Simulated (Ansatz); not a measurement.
# C2H2ClF (1-chloro-2-fluoroethylene) at B3LYP/6-31G(d) (Cartesian functions)

What is the vertical electron affinity of C2H2ClF (1-chloro-2-fluoroethylene) at B3LYP/6-31G* (Cartesian functions)? 

Program for the calculation: Ansatz 0.2.0.

47 further runs of the same task are left out: 47 set aside as unsound or not needed. Runs told in other sessions of the task aren't counted.

## (1) The structure to begin with

C2H2ClF has 6 atoms, charge 0, and is taken as a singlet. As SMILES, `F/C=C/Cl`. Geometry: relaxed at PBE0-D4/def2-TZVP.

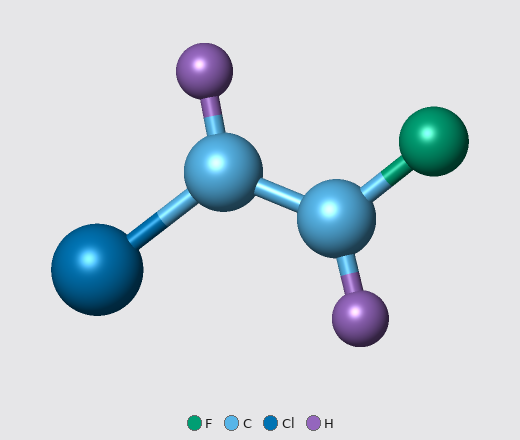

The structure, seen from a chosen angle (fluorine teal, carbon blue, chlorine blue, hydrogen purple).

## (2) A single-point energy at B3LYP/6-31G(d) (Cartesian functions)

The input, job.yaml:

```yaml
crystal:
  periodic: [false, false, false]
  atoms:
    - {symbol: F, position_ang: [-0.308300, 1.774900, 0.089700]}
    - {symbol: C, position_ang: [-0.015000, 0.565100, -0.386500]}
    - {symbol: C, position_ang: [0.005100, -0.486500, 0.411700]}
    - {symbol: Cl, position_ang: [0.378700, -2.049200, -0.181100]}
    - {symbol: H, position_ang: [0.191800, 0.551900, -1.449500]}
    - {symbol: H, position_ang: [-0.210300, -0.420200, 1.469400]}
basis:
  gaussian:
    orbitals: "6-31G*"
hamiltonian:
  xc: {name: B3LYP}
accuracy: high
output: {orbitals: {seedname: orbitals}}
```

Launch:

```console
ansatz run job.yaml --threads 1 --pin off --max-ram 2610MiB --events-out events.jsonl --progress --plain --runs-dir runs
```

What it wrote:

```text
Warning: RAYON_NUM_THREADS=1 ignored (pool sized by the plan → 1); use --threads N
Functional definition: B3LYP
  name "B3LYP"
  parameter a0 = 0.2
  parameter ax = 0.72
  parameter ac = 0.81
  exchange = (1 - a0 - ax)*slater_x + ax*b88_x + a0*exact_x
  correlation = (1 - ac)*vwn_rpa_c + ac*lyp_c
1446 factors; integrals over basis functions are off by at most 3.7e-9 eV
mean field evaluation 1: about -17342.8328 eV, gradient 3.0e1 eV
mean field evaluation 2: about -17342.6483 eV, gradient 3.0e1 eV
mean field evaluation 4: about -17344.7203 eV, gradient 2.2e0 eV
mean field evaluation 8: about -17344.8117 eV, gradient 1.5e-1 eV
mean field evaluation 16: about -17344.8118 eV, gradient 9.5e-6 eV
mean field -17344.81179871 eV, -637.4100768670 hartree, gradient 5.0e-8 eV, S^2 0.000000; 0 other end points of the search recorded, 0 dependent functions left out
reference -17344.81182815 eV, -637.4100779488 hartree; 20, 20 occupied and 48, 48 virtual orbitals, 1446 factors
Total energy: -17344.81182815 eV, -637.4100779488 hartree
```

Run time: 3.9 s. Hardware: 1 thread of Arm Neoverse V2, shared host; peak memory 0.18 GiB.

## (3) The doublet anion, same level

The input, input.yaml:

```yaml
basis:
  gaussian:
    orbitals: "6-31G*"
crystal:
  periodic: [false, false, false]
  atoms:
    - symbol: F
      position_ang: [-0.308300, 1.774900, 0.089700]
    - symbol: C
      position_ang: [-0.015000, 0.565100, -0.386500]
    - symbol: C
      position_ang: [0.005100, -0.486500, 0.411700]
    - symbol: Cl
      position_ang: [0.378700, -2.049200, -0.181100]
    - symbol: H
      position_ang: [0.191800, 0.551900, -1.449500]
    - symbol: H
      position_ang: [-0.210300, -0.420200, 1.469400]
magnetization:
  spin_polarized: true
  initial_magnetization: 1
total_charge: -1
hamiltonian:
  xc: {name: B3LYP}
accuracy: high
output:
  orbitals: {seedname: orbitals}
```

Launch:

```console
ansatz run input.yaml --threads 1 --pin off --max-ram 2610MiB --events-out events.jsonl --progress --plain --runs-dir runs
```

What it wrote:

```text
Warning: RAYON_NUM_THREADS=1 ignored (pool sized by the plan → 1); use --threads N
[... 7 set-up lines as earlier in the session ...]
1448 factors; integrals over basis functions are off by at most 3.7e-9 eV
mean field evaluation 1: about -17339.4693 eV, gradient 2.5e1 eV
mean field evaluation 2: about -17337.9437 eV, gradient 3.2e1 eV
mean field evaluation 4: about -17341.9495 eV, gradient 8.8e-1 eV
mean field evaluation 8: about -17342.0314 eV, gradient 9.1e-2 eV
mean field evaluation 16: about -17342.0314 eV, gradient 8.1e-5 eV
mean field evaluation 32: about -17342.0314 eV, gradient 2.9e-8 eV
mean field -17342.03141165 eV, -637.3078995272 hartree, gradient 2.9e-8 eV, S^2 0.753114; 2 other end points of the search recorded, 0 dependent functions left out
reference -17342.03144317 eV, -637.3079006855 hartree; 21, 20 occupied and 47, 48 virtual orbitals, 1448 factors
Total energy: -17342.03144317 eV, -637.3079006855 hartree
```

It took 9.6 s on 1 thread of Arm Neoverse V2, shared host; peak memory 0.27 GiB.

## (4) Summary of results

At B3LYP/6-31G* (Cartesian functions):

| quantity | value |
| --- | --- |
| singlet C2H2ClF: total energy | -637.41008 Eh |
| singlet C2H2ClF: HOMO energy | -6.92 eV |
| singlet C2H2ClF: LUMO energy | 0.12 eV |
| singlet C2H2ClF: HOMO–LUMO gap | 7.04 eV |
| doublet anion: total energy | -637.30790 Eh |
| doublet anion: HOMO energy (highest over α and β) | 5.47 eV |
| doublet anion: LUMO energy (lowest over α and β) | 7.57 eV |
| doublet anion: ⟨S²⟩ | 0.753 |
| vertical electron affinity (to the doublet anion) | -2.780 eV |

In words: The anion lies 2.78 eV (64 kcal/mol) above the neutral: the electron isn't bound at this level, and such a value depends on the basis. Without diffuse functions anions come out too high. The HOMO (doublet anion) lies at positive energy, 5.47 eV, from the functional's self-interaction, a short basis or an electron that isn't bound; only total energies against the neutral tell.
